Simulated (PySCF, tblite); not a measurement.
# C₅H₁₁BF₂: a rotation path, then NMR shifts on frames, part 2 of 2

tblite 0.8.0 and PySCF 2.14.0. Atoms count from 0. The steps go on from the part before.

**5. NMR shieldings: image 4, PBE0/pcSseg-1**

What the job is given:

```
{"job": {"kind": "nmr", "xc": "PBE0", "basis": "pcSseg-1", "pop": false}, "charge": 0, "multiplicity": 1}
C     -2.816100    -0.713900    -0.203200
C     -1.816800     0.422100    -0.023700
C     -0.550800     0.224400    -0.873700
C      0.714700     0.210300    -0.019500
C      1.975400     0.043100    -0.875100
B      3.332300     0.065400    -0.074600
F      3.418900     0.123500     1.238800
F      4.504600     0.020200    -0.680200
H     -2.360000    -1.661500     0.075200
H     -3.142500    -0.777300    -1.239200
H     -3.692300    -0.557400     0.423300
H     -2.294500     1.368500    -0.283900
H     -1.535500     0.481200     1.029300
H     -0.616300    -0.718900    -1.420200
H     -0.470700     1.020600    -1.615200
H      0.657500    -0.606500     0.702000
H      0.778300     1.142800     0.544800
H      1.995700     0.822600    -1.642900
H      1.908100    -0.899900    -1.427200
```

With the program's defaults for keys left out, this is: GIAO PBE0/pcSseg-1 NMR shielding, non-relativistic, gas phase.

Output:

```text
coarse grid: 15512 points
cycle   1  E = -421.1640815347  dE =  6.810e-01  |g| = 6.996e-01  |ddm| = 3.624e+00
cycle   2  E = -421.1177344591  dE =  4.635e-02  |g| = 9.172e-01  |ddm| = 9.630e-01
cycle   3  E = -421.2578910266  dE = -1.402e-01  |g| = 6.287e-02  |ddm| = 5.190e-01
cycle   4  E = -421.2585823436  dE = -6.913e-04  |g| = 2.733e-02  |ddm| = 5.907e-02
cycle   5  E = -421.2587422824  dE = -1.599e-04  |g| = 3.315e-03  |ddm| = 2.107e-02
cycle   6  E = -421.2587446330  dE = -2.351e-06  |g| = 9.587e-04  |ddm| = 4.144e-03
final grid: 149552 points
cycle   7  E = -421.3160692401  dE = -7.489e-05  |g| = 9.060e-03  |ddm| = 2.997e-02
cycle   8  E = -421.3160632420  dE =  5.998e-06  |g| = 1.029e-02  |ddm| = 1.583e-02
cycle   9  E = -421.3160904618  dE = -2.722e-05  |g| = 4.450e-04  |ddm| = 8.491e-03
cycle  10  E = -421.3160904927  dE = -3.089e-08  |g| = 2.267e-04  |ddm| = 5.392e-04
cycle  11  E = -421.3160905016  dE = -8.926e-09  |g| = 5.254e-05  |ddm| = 1.555e-04
cycle  12  E = -421.3160905021  dE = -4.550e-10  |g| = 1.626e-05  |ddm| = 4.180e-05
converged SCF energy = -421.3160905021

GIAO shielding tensors (ppm)
atom      isotropic    diamagn.    paramagn.     s11        s22        s33       span
  0 C      168.447     246.198     -77.751    150.307    168.948    186.088     35.781
  1 C      161.606     247.485     -85.879    143.620    161.508    179.689     36.069
  2 C      149.390     249.734    -100.345    125.848    144.599    177.722     51.874
  3 C      157.509     251.302     -93.793    136.685    160.032    175.810     39.124
  4 C      169.507     253.525     -84.018    157.033    159.154    192.334     35.301
  5 B       71.350     191.827    -120.477     43.027     79.251     91.772     48.745
  6 F      241.275     470.562    -229.287     54.628    292.289    376.907    322.280
  7 F      237.950     462.874    -224.924     59.269    293.172    361.409    302.140
  8 H       30.782      30.564       0.218     26.582     29.874     35.890      9.308
  9 H       30.738      28.889       1.849     26.695     28.782     36.738     10.043
 10 H       30.619      27.688       2.931     25.822     27.604     38.431     12.610
 11 H       29.953      31.098      -1.145     25.011     29.081     35.768     10.757
 12 H       30.770      32.780      -2.011     25.616     31.736     34.958      9.343
 13 H       30.996      34.371      -3.375     26.277     32.319     34.392      8.116
 14 H       30.147      33.442      -3.295     25.404     30.835     34.202      8.799
 15 H       30.341      34.705      -4.363     25.318     31.637     34.069      8.752
 16 H       30.420      34.309      -3.889     25.158     31.539     34.563      9.405
 17 H       30.736      30.760      -0.024     25.922     30.474     35.812      9.889
 18 H       30.694      31.172      -0.478     26.029     30.394     35.659      9.630
```

Wall time 26 s (1 thread of Intel Xeon Platinum 8488C, shared host); peak memory 0.87 GiB.

This run: δ C2 37.5, C3 29.4, C1 25.3, C0 18.5, H11 1.76, H14 1.57 ppm.

**6. Shielding tensors: image 6, PBE0/pcSseg-1**

What the job is given:

```
{"job": {"kind": "nmr", "xc": "PBE0", "basis": "pcSseg-1", "pop": false}, "charge": 0, "multiplicity": 1}
C     -2.600100    -0.801700    -0.022500
C     -1.873100     0.529600    -0.164000
C     -0.572800     0.401700    -0.966400
C      0.638800     0.174500    -0.065400
C      1.932200     0.072000    -0.882000
B      3.244100    -0.103400    -0.028000
F      3.261900    -0.243000     1.282300
F      4.443800    -0.123600    -0.578600
H     -1.960300    -1.534400     0.463000
H     -2.885600    -1.185300    -1.000300
H     -3.503000    -0.683900     0.573900
H     -2.536400     1.249900    -0.647500
H     -1.636700     0.918500     0.828400
H     -0.654600    -0.430200    -1.669800
H     -0.411000     1.309200    -1.551100
H      0.503000    -0.739100     0.515400
H      0.723200     1.002500     0.642000
H      2.030300     0.961300    -1.513100
H      1.846500    -0.765600    -1.581600
```

Level: GIAO PBE0/pcSseg-1 NMR shielding, non-relativistic, gas phase.

Output:

```text
coarse grid: 15512 points
cycle   1  E = -421.1654957571  dE =  6.833e-01  |g| = 7.006e-01  |ddm| = 3.626e+00
cycle   2  E = -421.1182901857  dE =  4.721e-02  |g| = 9.198e-01  |ddm| = 9.663e-01
cycle   3  E = -421.2596586298  dE = -1.414e-01  |g| = 6.210e-02  |ddm| = 5.221e-01
cycle   4  E = -421.2603272602  dE = -6.686e-04  |g| = 2.747e-02  |ddm| = 5.858e-02
cycle   5  E = -421.2604883994  dE = -1.611e-04  |g| = 3.544e-03  |ddm| = 2.117e-02
cycle   6  E = -421.2604910470  dE = -2.648e-06  |g| = 1.050e-03  |ddm| = 4.324e-03
final grid: 149552 points
cycle   7  E = -421.3179450286  dE = -7.487e-05  |g| = 9.139e-03  |ddm| = 2.751e-02
cycle   8  E = -421.3179384094  dE =  6.619e-06  |g| = 1.046e-02  |ddm| = 1.596e-02
cycle   9  E = -421.3179665510  dE = -2.814e-05  |g| = 4.416e-04  |ddm| = 8.657e-03
cycle  10  E = -421.3179665861  dE = -3.510e-08  |g| = 1.964e-04  |ddm| = 5.676e-04
cycle  11  E = -421.3179665937  dE = -7.606e-09  |g| = 4.565e-05  |ddm| = 1.529e-04
cycle  12  E = -421.3179665942  dE = -4.277e-10  |g| = 1.000e-05  |ddm| = 3.772e-05
converged SCF energy = -421.3179665942

GIAO shielding tensors (ppm)
atom      isotropic    diamagn.    paramagn.     s11        s22        s33       span
  0 C      169.788     246.787     -76.999    151.917    171.544    185.904     33.987
  1 C      160.922     247.460     -86.538    147.126    159.688    175.950     28.824
  2 C      148.972     249.660    -100.688    132.375    142.526    172.015     39.640
  3 C      158.864     251.253     -92.389    137.795    164.876    173.921     36.127
  4 C      169.445     253.602     -84.157    157.217    158.987    192.131     34.915
  5 B       71.290     191.813    -120.523     42.993     79.154     91.724     48.731
  6 F      241.101     470.820    -229.719     54.387    292.288    376.629    322.242
  7 F      237.904     462.930    -225.026     59.098    293.108    361.506    302.408
  8 H       30.629      31.187      -0.558     26.003     30.453     35.432      9.429
  9 H       30.862      29.338       1.524     26.836     28.745     37.004     10.168
 10 H       30.567      27.989       2.578     25.871     27.585     38.246     12.375
 11 H       29.975      30.453      -0.478     24.540     28.994     36.392     11.852
 12 H       30.663      32.361      -1.698     26.211     30.627     35.150      8.939
 13 H       30.893      33.838      -2.946     26.692     31.690     34.296      7.604
 14 H       30.177      33.193      -3.016     24.989     30.778     34.765      9.776
 15 H       30.140      34.706      -4.566     24.774     31.954     33.690      8.916
 16 H       30.552      34.335      -3.784     25.258     31.422     34.974      9.716
 17 H       30.673      30.698      -0.025     25.909     30.388     35.722      9.813
 18 H       30.694      31.080      -0.386     25.973     30.318     35.791      9.818
```

Run time: 25 s. Hardware: 1 thread of Intel Xeon Platinum 8488C, shared host; peak memory 0.86 GiB.

This run: δ C2 38.0, C3 28.1, C1 26.0, C4 17.5, H11 1.74, H15 1.58 ppm.

**7. NMR shieldings: image 8, PBE0/pcSseg-1**

What the job is given:

```
{"job": {"kind": "nmr", "xc": "PBE0", "basis": "pcSseg-1", "pop": false}, "charge": 0, "multiplicity": 1}
C     -2.403600    -0.804000     0.182000
C     -1.930700     0.564300    -0.296200
C     -0.593900     0.511000    -1.036800
C      0.575800     0.128900    -0.132700
C      1.911800     0.155600    -0.885200
B      3.159200    -0.271800    -0.021000
F      3.081900    -0.685700     1.227800
F      4.391400    -0.255600    -0.493700
H     -1.740200    -1.202300     0.945000
H     -2.436300    -1.506300    -0.648500
H     -3.402100    -0.730900     0.607400
H     -2.683800     0.981800    -0.968700
H     -1.842300     1.237400     0.559600
H     -0.667000    -0.207500    -1.856700
H     -0.395900     1.492400    -1.475200
H      0.420600    -0.871800     0.270100
H      0.623200     0.820500     0.710600
H      2.077900     1.155700    -1.296000
H      1.844400    -0.502500    -1.757300
```

With the program's defaults for keys left out, this is: GIAO PBE0/pcSseg-1 NMR shielding, non-relativistic, gas phase.

Output:

```text
coarse grid: 15512 points
cycle   1  E = -421.1675521392  dE =  6.838e-01  |g| = 7.008e-01  |ddm| = 3.626e+00
cycle   2  E = -421.1198630913  dE =  4.769e-02  |g| = 9.210e-01  |ddm| = 9.685e-01
cycle   3  E = -421.2617435601  dE = -1.419e-01  |g| = 6.181e-02  |ddm| = 5.241e-01
cycle   4  E = -421.2624030750  dE = -6.595e-04  |g| = 2.752e-02  |ddm| = 5.817e-02
cycle   5  E = -421.2625647160  dE = -1.616e-04  |g| = 3.637e-03  |ddm| = 2.126e-02
cycle   6  E = -421.2625674463  dE = -2.730e-06  |g| = 1.120e-03  |ddm| = 4.358e-03
final grid: 149552 points
cycle   7  E = -421.3200516732  dE = -7.532e-05  |g| = 9.217e-03  |ddm| = 2.820e-02
cycle   8  E = -421.3200446142  dE =  7.059e-06  |g| = 1.062e-02  |ddm| = 1.620e-02
cycle   9  E = -421.3200735387  dE = -2.892e-05  |g| = 4.672e-04  |ddm| = 8.813e-03
cycle  10  E = -421.3200735786  dE = -3.993e-08  |g| = 1.974e-04  |ddm| = 5.764e-04
cycle  11  E = -421.3200735862  dE = -7.621e-09  |g| = 4.937e-05  |ddm| = 1.569e-04
cycle  12  E = -421.3200735867  dE = -4.802e-10  |g| = 1.209e-05  |ddm| = 3.908e-05
converged SCF energy = -421.3200735867

GIAO shielding tensors (ppm)
atom      isotropic    diamagn.    paramagn.     s11        s22        s33       span
  0 C      171.551     247.711     -76.160    156.142    172.231    186.280     30.138
  1 C      160.274     246.791     -86.516    153.026    156.734    171.064     18.038
  2 C      148.511     249.278    -100.768    135.519    143.332    166.680     31.161
  3 C      161.465     251.537     -90.071    144.761    166.521    173.114     28.352
  4 C      169.946     253.453     -83.507    158.833    159.218    191.786     32.953
  5 B       71.214     191.801    -120.587     42.981     78.941     91.720     48.740
  6 F      240.538     471.161    -230.623     53.700    291.454    376.461    322.762
  7 F      238.203     462.920    -224.717     59.646    293.093    361.871    302.225
  8 H       30.468      31.560      -1.091     25.447     30.623     35.335      9.889
  9 H       31.092      30.225       0.867     27.143     29.098     37.035      9.892
 10 H       30.512      28.195       2.317     25.939     27.617     37.980     12.042
 11 H       30.049      29.812       0.237     24.520     28.811     36.817     12.297
 12 H       30.454      31.628      -1.174     26.326     29.325     35.710      9.384
 13 H       30.690      33.178      -2.488     26.530     30.758     34.783      8.253
 14 H       30.215      32.677      -2.463     25.063     30.541     35.039      9.976
 15 H       30.036      34.968      -4.931     23.819     32.315     33.975     10.156
 16 H       30.720      34.535      -3.815     25.500     31.488     35.172      9.672
 17 H       30.643      30.587       0.056     25.926     30.096     35.907      9.981
 18 H       30.739      30.907      -0.168     25.961     30.336     35.922      9.961
```

Run time: 26 s. Hardware: 1 thread of Intel Xeon Platinum 8488C, shared host; peak memory 0.86 GiB.

Key values: δ C2 38.4, C1 26.7, C3 25.5, C4 17.0, H15 1.68, H11 1.67 ppm.

**8. Side by side: NMR shifts**

Shifts (ppm) of some atoms, chosen among heavy atoms and hydrogens apart, with basis size and wall time:

```csv
frame,C2,C1,C3,C0,H11,H14,F6,functions,time
image 0,40.8,28.5,28.4,17.3,1.31,1.09,-69.9,191,26 s
image 2,39.3,27.3,29.0,18.1,1.62,1.43,-70.4,191,25 s
image 4,37.5,25.3,29.4,18.5,1.76,1.57,-70.3,191,26 s
image 6,38.0,26.0,28.1,17.1,1.74,1.54,-70.2,191,25 s
image 8,38.4,26.7,25.5,15.4,1.67,1.50,-69.6,191,26 s
```

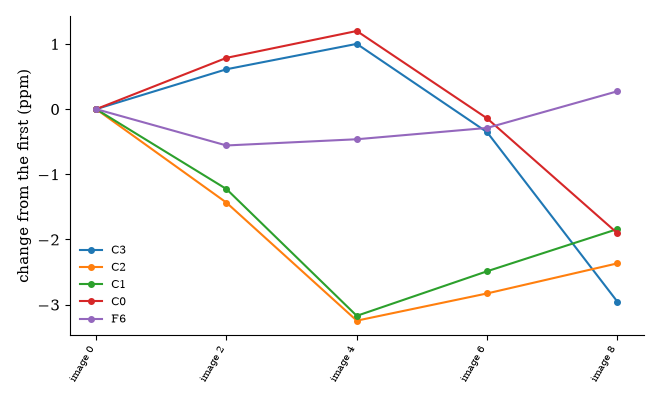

How five of the tabulated atoms move from run to run.

**9. Outcome**

The summary covers parts 1 to 2.

| quantity | value |
| --- | --- |
| barrier | 0.107 eV (2.5 kcal/mol) at image 4 |
| end to end (GFN2-xTB) | 0.021 eV |
| 13C shifts against TMS (PBE0/pcSseg-1, image 0) | 40.8, 28.5, 28.4, 17.3, 17.2 ppm |
| 1H shifts against TMS (PBE0/pcSseg-1, image 0) | 1.40, 1.37, 1.32, 1.31, 1.28, 1.17, 1.09, 1.08, 1.06, 0.95, 0.94 ppm |
| 11B shifts against BF3·OEt2 (PBE0/pcSseg-1, image 0) | 28.8 ppm |
| 19F shifts against CFCl3 (PBE0/pcSseg-1, image 0) | -67.4, -69.9 ppm |
| range of the shift of C3 | 25.5 to 29.4 ppm |

Along the band the dihedral turns by 115°, and the top (dihedral 238°) lies 2.5 kcal/mol above the start (GFN2-xTB, rough), so at room temperature this motion is fast. Ends this close can change order at a higher level. The top was not checked by a frequency run. Shifts at one fixed geometry are not the observed spectrum, which averages over the motion. In the first frame run (image 0): The largest span, 323 ppm, is at F6, where the paramagnetic term is -230 ppm. In ppm, C3 moves most: its shift spreads over 4.0 ppm, from 25.5 (image 8) to 29.4 (image 4).
